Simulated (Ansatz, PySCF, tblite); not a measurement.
Potential energy curve for SMILES C(F)F (CH₂F₂). The C2–H5 bond (C2 also carries F, F, H; H5 carries nothing else) is varied alone, starting from the PBE0/def2-TZVP optimised geometry.

```
5

F      1.0977    -0.6573    -0.4354
C      0.0000     0.0000     0.0000
F     -1.0976    -0.6577    -0.4351
H      0.0000     1.0063    -0.4276
H      0.0000     0.0000     1.0934
```

Levels: RKS-PBE = restricted PBE/cc-pVDZ run with Ansatz (a first-principles code); RKS-M06-2X = restricted M06-2X/cc-pVDZ run with PySCF; RMP2/3-21G = restricted MP2 (frozen core)/3-21G in PySCF 2.14.0; GFN2-xTB, 300 K electronic temperature (tblite).

Energies are in kJ/mol, each relative to the lowest point of its own curve near equilibrium.

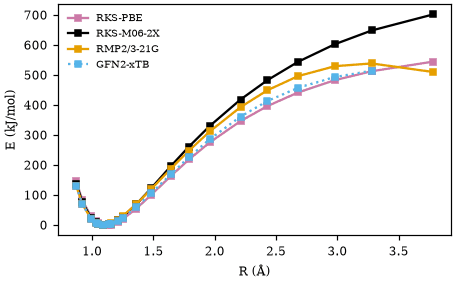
*Energy against bond length for each method.*

```json
[
 {"R / Å": "0.87", "RKS-PBE": "146.7", "RKS-M06-2X": "138.0", "RMP2/3-21G": "130.0", "GFN2-xTB": "128.8"},
 {"R / Å": "0.92", "RKS-PBE": "82.6", "RKS-M06-2X": "75.5", "RMP2/3-21G": "69.5", "GFN2-xTB": "69.0"},
 {"R / Å": "0.99", "RKS-PBE": "28.6", "RKS-M06-2X": "24.1", "RMP2/3-21G": "20.8", "GFN2-xTB": "21.3"},
 {"R / Å": "1.03", "RKS-PBE": "11.7", "RKS-M06-2X": "8.9", "RMP2/3-21G": "7.0", "GFN2-xTB": "7.7"},
 {"R / Å": "1.05", "RKS-PBE": "6.2", "RKS-M06-2X": "4.3", "RMP2/3-21G": "3.1", "GFN2-xTB": "3.6"},
 {"R / Å": "1.09", "RKS-PBE": "0.2", "RKS-M06-2X": "0.0", "RMP2/3-21G": "0.0", "GFN2-xTB": "0.0"},
 {"R / Å": "1.14", "RKS-PBE": "0.0", "RKS-M06-2X": "2.3", "RMP2/3-21G": "3.4", "GFN2-xTB": "2.2"},
 {"R / Å": "1.15", "RKS-PBE": "0.8", "RKS-M06-2X": "3.5", "RMP2/3-21G": "4.9", "GFN2-xTB": "3.4"},
 {"R / Å": "1.21", "RKS-PBE": "9.9", "RKS-M06-2X": "15.8", "RMP2/3-21G": "17.8", "GFN2-xTB": "14.2"},
 {"R / Å": "1.25", "RKS-PBE": "19.4", "RKS-M06-2X": "27.5", "RMP2/3-21G": "29.6", "GFN2-xTB": "24.3"},
 {"R / Å": "1.36", "RKS-PBE": "54.2", "RKS-M06-2X": "68.7", "RMP2/3-21G": "69.4", "GFN2-xTB": "59.7"},
 {"R / Å": "1.48", "RKS-PBE": "99.6", "RKS-M06-2X": "121.6", "RMP2/3-21G": "118.9", "GFN2-xTB": "104.8"},
 {"R / Å": "1.64", "RKS-PBE": "162.4", "RKS-M06-2X": "195.1", "RMP2/3-21G": "186.7", "GFN2-xTB": "168.2"},
 {"R / Å": "1.79", "RKS-PBE": "218.2", "RKS-M06-2X": "261.4", "RMP2/3-21G": "247.9", "GFN2-xTB": "225.9"},
 {"R / Å": "1.96", "RKS-PBE": "275.3", "RKS-M06-2X": "330.2", "RMP2/3-21G": "311.9", "GFN2-xTB": "286.0"},
 {"R / Å": "2.21", "RKS-PBE": "346.1", "RKS-M06-2X": "418.0", "RMP2/3-21G": "392.7", "GFN2-xTB": "361.1"},
 {"R / Å": "2.43", "RKS-PBE": "396.3", "RKS-M06-2X": "482.7", "RMP2/3-21G": "449.1", "GFN2-xTB": "413.1"},
 {"R / Å": "2.68", "RKS-PBE": "441.7", "RKS-M06-2X": "543.9", "RMP2/3-21G": "496.1", "GFN2-xTB": "457.4"},
 {"R / Å": "2.98", "RKS-PBE": "482.6", "RKS-M06-2X": "602.6", "RMP2/3-21G": "529.2", "GFN2-xTB": "493.0"},
 {"R / Å": "3.28", "RKS-PBE": "512.3", "RKS-M06-2X": "648.2", "RMP2/3-21G": "538.3", "GFN2-xTB": "514.3"},
 {"R / Å": "3.78", "RKS-PBE": "544.3", "RKS-M06-2X": "701.6", "RMP2/3-21G": "509.9", "GFN2-xTB": "—"}
]
```

At the longest distance, 3.78 Å, RKS-M06-2X lies highest above its minimum (701.6 kJ/mol) and RMP2/3-21G lowest (509.9 kJ/mol).

The RMP2/3-21G curve passes through a maximum at 3.28 Å and then falls by 28.4 kJ/mol up to the last usable point.

Dashes: no converged value, or the column stops at the first point that the program doubted or that broke a chosen test of continuity, which isn't proof of a fault.

The restricted form behind RKS-PBE, RKS-M06-2X, RMP2/3-21G keeps the bonding electrons paired and can't separate into open-shell fragments. At the longest distance RKS-M06-2X leaves fractional charges on the fragments, a sign of delocalisation error or of the restricted form.
